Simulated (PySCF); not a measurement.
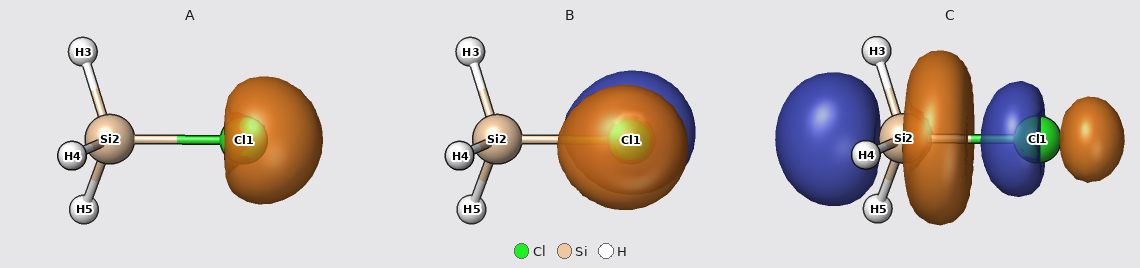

Figure 1: ClH3Si, SMILES `Cl[SiH3]`. Intrinsic bond orbitals (IBO), occupied and valence-virtual; each surface holds about 70 % of the orbital's density. Energies are diagonal elements of the Fock matrix.

Computed with PySCF, B3LYP/def2-SVP, geometry: GFN2-xTB. No frequency check shows the geometry to be a minimum. GFN2-xTB bond lengths at metals and heavier atoms can be off by up to 0.1 Å and shapes distorted, which carries into these values.

Input

```python
import numpy as np
from pyscf import gto, scf, dft, lo
from pyscf.data.elements import chemcore

def solve(mol, dm0=None, hcore=None):
    mf = (dft.UKS if mol.spin else dft.RKS)(mol, xc='b3lyp')
    mf.grids.level = 3
    mf = mf.density_fit(auxbasis='def2-universal-jkfit')
    mf.conv_tol, mf.max_cycle = 1e-8, 80
    if hcore is not None:
        mf.get_hcore = lambda *args: hcore
    mf.kernel(dm0)
    if not mf.converged:
        mf = mf.newton().run(mf.mo_coeff, mf.mo_occ, max_cycle=30)
    assert mf.converged, 'SCF not converged'
    return mf

mol = gto.M(atom='''
Cl    -1.04521     0.00001     0.00004
Si     0.96496    -0.00002     0.00005
H      1.41926    -1.25841    -0.58116
H      1.42063     0.12602     1.37895
H      1.41921     1.13260    -0.79915
''', basis='def2-svp', charge=0, spin=0, verbose=4)
mf = solve(mol)
occ_all = mf.mo_coeff[:, mf.mo_occ > 0]
occ = occ_all[:, chemcore(mol):]
loc = lo.ibo.ibo(mol, occ, iaos=lo.iao.iao(mol, occ_all))
fock, s = mf.get_fock(), mf.get_ovlp()
ortho = lo.orth_ao(mol, 'meta_lowdin')
ortho = lo.vec_lowdin(lo.iao.iao(mol, occ_all), s)
labels = lo.iao.reference_mol(mol).ao_labels(fmt=None)
vir = lo.vvo.livvo(mol, occ_all, mf.mo_coeff[:, mf.mo_occ == 0])
both = np.hstack([loc, vir])
p = (ortho.T @ s @ both) ** 2
pop = np.array([p[[l[0] == a for l in labels]].sum(0) for a in range(mol.natm)])
spd = np.array([[p[[l[0] == a and l[2][-1] == k for l in labels]].sum(0) for k in 'spd'] for a in range(mol.natm)])
eps = np.einsum('pi,pq,qi->i', both, fock, both)
for i in np.argsort(eps):
    top = np.argsort(-pop[:, i])[:3]
    print('%3d %s %9.4f Eh ' % (i + 1, 'occ' if i < loc.shape[1] else 'vir', eps[i]), '  '.join('%s%d %.3f' % (mol.atom_symbol(a), a + 1, pop[a, i]) for a in top))
np.savez('result.npz', c=both, nocc=loc.shape[1], pop=pop, spd=spd, eps=eps, e=mf.e_tot)
```

Run with:

```sh
OMP_NUM_THREADS=1 python input.py
```

The run took 2.8 s on 1 thread of Arm Neoverse V1, with other jobs on the host, peak memory 0.26 GiB.

> What does each orbital represent in a Lewis picture?

By panel:
- A: lone pair on Cl1 (sp0.4-type) (Cl1 100 %; −17.4 eV)
- B: lone pair on Cl1 (p-type) (Cl1 97 %; −9.1 eV)
- C: σ* orbital Si2–Cl1, mostly on Si2 (Si2 73 %, Cl1 26 %; 1.8 eV)
